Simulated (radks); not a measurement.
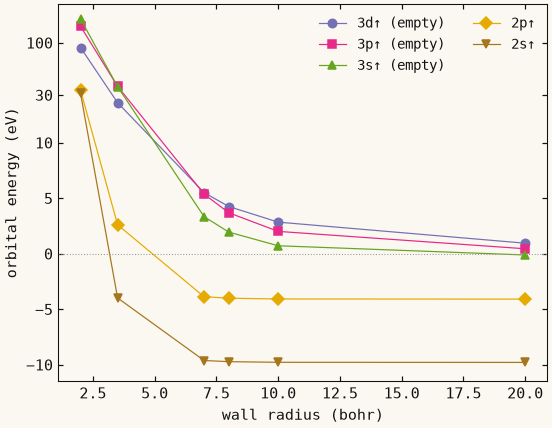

A free B atom in the configuration [He] 2s2 2p1 (high spin). It is put inside a hard spherical wall of varying radius. The calculation used the in-house radial solver radks at this level: non-relativistic Kohn-Sham, LDA (Slater exchange, Perdew-Wang correlation), spin-polarised, spherical densities, point nucleus. The plot shows the outer orbital energies (spin up), on a scale that is linear within ±10 eV and logarithmic beyond.

Question: How do the levels move, and do any cross?

Answer: The levels rise as the wall closes in: 2p↑ goes from −4.10 eV at 20 bohr to 33.4 eV at 2 bohr and passes zero between 7 and 3.5 bohr. On compression 3d↑ drops below 3p↑ between 7 and 3.5 bohr, 3d↑ drops below 3s↑ between 7 and 3.5 bohr and 3p↑ drops below 3s↑ between 3.5 and 2 bohr; in each crossing pair the level of higher l rises less. The fastest to rise is 3s↑ (by 173.0 eV), the slowest 2p↑ (by 37.5 eV): the wall presses hardest on the most extended orbitals.
